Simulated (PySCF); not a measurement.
# Frequency calculation, with input and output: CuOOH

System: CuOOH, multiplicity 3.
Method: UKS-based PBE0, Cu def2-TZVP, O def2-TZVP, H def2-TZVP; non-relativistic Hamiltonian; density fitting (PySCF 2.14.0).

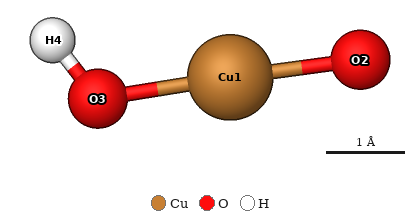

The structure as given in the input (ball-and-stick view, seen on its broad side; atoms are numbered from 1 in the order of the input). Sticks mark near contacts. Bond lengths as drawn: Cu–O 1.71 to 1.74 Å and H–O 0.96 Å.

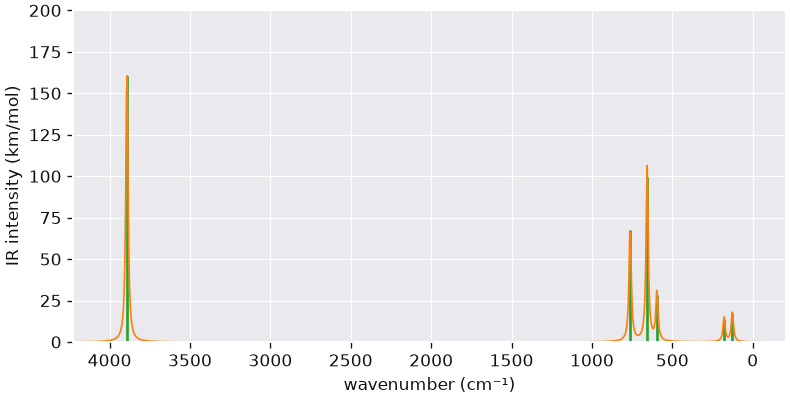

Harmonic infrared spectrum, unscaled: sticks (degenerate modes added up, dark ones marked on the axis) with a Lorentzian envelope of 16 cm⁻¹ full width, scaled to the tallest stick. 6 modes from 127 to 3892 cm⁻¹, none imaginary. The strongest line is at 3892 cm⁻¹ (161 km/mol). All modes, in cm⁻¹ (km/mol): 127 (17.6), 178 (13.8), 596 (28), 657 (100), 762 (67), 3892 (161).

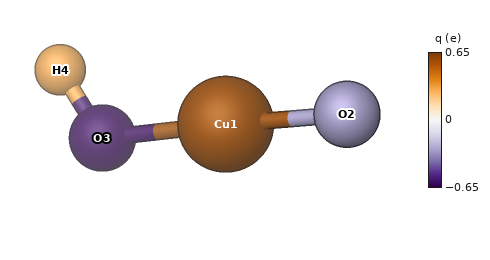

Mulliken charges, as the colour of each atom (ball-and-stick view, seen at a tilt; atoms are numbered from 1 in the order of the input). By element: Cu +0.57, O −0.62 to −0.28 and H +0.33 e.

The input and output of the run follow.

### The input
```python
from pyscf import gto, scf, dft
mol = gto.M(atom='''
Cu     0.028840    -0.001816    -0.002118
O      1.731293    -0.061298    -0.089619
O     -1.709378     0.024709     0.060316
H     -2.141280     0.693655     0.596797''',
    basis={'Cu': 'def2-TZVP', 'O': 'def2-TZVP', 'H': 'def2-TZVP'},
    charge=0, spin=2)
mf = dft.UKS(mol, xc='PBE0')
mf.grids.atom_grid = (75, 302)
aux = {'Cu': 'def2-universal-JKFIT', 'O': 'def2-universal-JKFIT', 'H': 'def2-universal-JKFIT'}
mf = mf.density_fit(auxbasis=aux)
mf.conv_tol = 1e-09
mf.diis_space = 10
mf.max_cycle = 60
mf.verbose = 4
mf.kernel()
```

The script is an equivalent of the set-up of the self-consistent field. The run itself was carried out by a driver, which started from the orbitals of the step before it where there was one and computed the further properties.

Run as:
```bash
OMP_NUM_THREADS=4 python axn.py task.json out
```

### What the program printed
```
init E= -1791.15142679654
  alpha nocc = 24  HOMO = -0.329509242626652  LUMO = -0.0131328044436572
  beta  nocc = 22  HOMO = -0.30423307906695  LUMO = -0.171038895683508
  HOMO = -0.304233079067  LUMO = -0.171038895684  gap/eV = 3.62440
cycle= 1 E= -1791.15142679609  delta_E= 4.51e-10  |g|= 4.81e-05  |ddm|= 1.98e-05
  alpha nocc = 24  HOMO = -0.329520787697479  LUMO = -0.0131361840758046
  beta  nocc = 22  HOMO = -0.304233412153871  LUMO = -0.171046890238252
  HOMO = -0.304233412154  LUMO = -0.171046890238  gap/eV = 3.62419
cycle= 2 E= -1791.15142678746  delta_E= 8.62e-09  |g|= 0.000211  |ddm|= 8.39e-05
  alpha nocc = 24  HOMO = -0.329511575552347  LUMO = -0.0131334370216152
  beta  nocc = 22  HOMO = -0.304233209009179  LUMO = -0.171040107345554
  HOMO = -0.304233209009  LUMO = -0.171040107346  gap/eV = 3.62437
cycle= 3 E= -1791.15142679657  delta_E= -9.1e-09  |g|= 3.59e-06  |ddm|= 6.72e-05
  alpha nocc = 24  HOMO = -0.329511424250191  LUMO = -0.0131334304043307
  beta  nocc = 22  HOMO = -0.304233147343745  LUMO = -0.171040245364687
  HOMO = -0.304233147344  LUMO = -0.171040245365  gap/eV = 3.62436
cycle= 4 E= -1791.15142679657  delta_E= -7.73e-12  |g|= 4.07e-07  |ddm|= 2.23e-06
  alpha nocc = 24  HOMO = -0.329511558368051  LUMO = -0.0131334640149134
  beta  nocc = 22  HOMO = -0.304233257695427  LUMO = -0.171040294878141
  HOMO = -0.304233257695  LUMO = -0.171040294878  gap/eV = 3.62437
Extra cycle  E= -1791.15142679657  delta_E= 1.82e-12  |g|= 9.22e-07  |ddm|= 7.7e-07
converged SCF energy = -1791.15142679657  <S^2> = 2.0189215  2S+1 = 3.0125879
```

### Summary

| quantity | value |
| --- | --- |
| outcome | converged |
| total energy | −1791.151427 hartree |
| ⟨S²⟩ | 2.019 |
| zero-point energy | 0.014152 hartree |
| dipole moment | 1.47 D |
| wavenumbers, lowest and highest | 127 and 3892 cm⁻¹ |
| hardware | 4 threads of Arm Neoverse V2, 24 GiB of memory available, shared host |
| wall time | 59 s (CPU time 3.2 min) |
| peak memory | 1.2 GiB |
